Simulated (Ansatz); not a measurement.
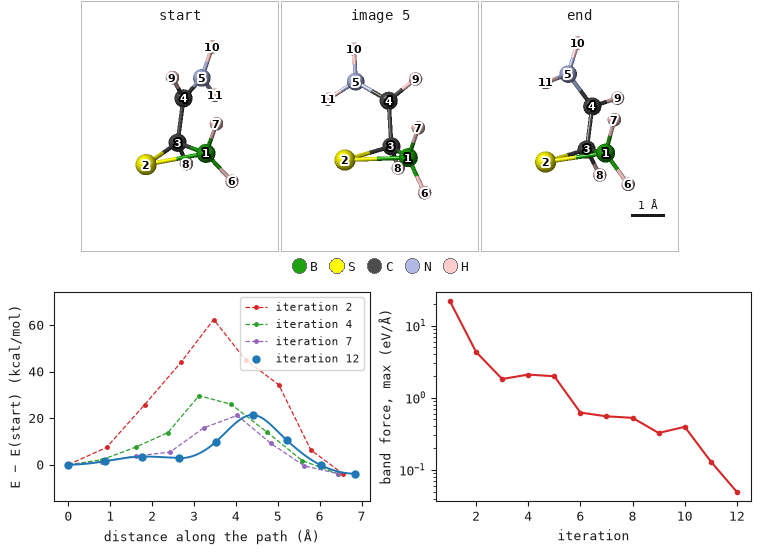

NEB run on C₂H₆BNS. Images are numbered from 0 (start) to 8 (end). The plot follows the band through its iterations. A ball-and-stick model, seen from a free direction.

All numbers below come from RKS PBE-D4/6-31G* (Ansatz 0.2.0). Settings: 7 movable images; climbing image; force threshold 0.05 eV/Å; iteration limit 60; starting path through a guess of the saddle point.

How did the profile develop, and is the result final?

Answer. The run is converged, with reservations. The band converged in 12 iterations. The largest component of the band force went from 22 to 0.049 eV/Å. The climbing image converged on the top of the path. Its vibrational analysis gives one imaginary mode (448i cm⁻¹), as a transition state must have. The first iteration put the highest image at 160.6 kcal/mol. The highest point, image 5, lies 21.4 kcal/mol above the start and 25.3 kcal/mol above the end; the end is at −3.9 kcal/mol relative to the start.
